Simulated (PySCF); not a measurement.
SMILES c1(/C=C\O[SiH3])ccco1 at its GFN2-xTB optimised geometry (Å):

```
17

Si     0.7504    -3.2947     0.1523
O      0.1527    -1.7903    -0.0153
C     -1.0934    -1.2922     0.0038
C     -1.3593     0.0183     0.0035
C     -0.3829     1.0738     0.0000
C      0.9914     1.0738     0.0000
C      1.3879     2.4286     0.0000
C      0.2376     3.1573    -0.0001
O     -0.8360     2.3522    -0.0003
H      2.1474    -3.0222    -0.1411
H      0.5148    -3.7865     1.5113
H      0.1190    -4.2142    -0.7972
H     -1.8991    -2.0163     0.0115
H     -2.3895     0.3380     0.0082
H      1.6247     0.2120    -0.0008
H      2.3895     2.8078     0.0003
H      0.0574     4.2142    -0.0008
```

Level of theory: PBE/def2-SVP (PySCF).

Map of the deformation density (molecule minus spherical neutral atoms) (e/bohr³) on the plane z = 0.8 Å:

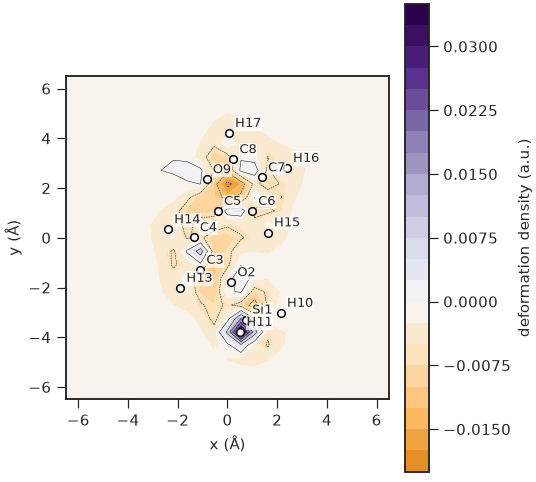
Figure: Deformation density (molecule minus spherical neutral atoms) (e/bohr³) on the plane z = 0.8 Å.
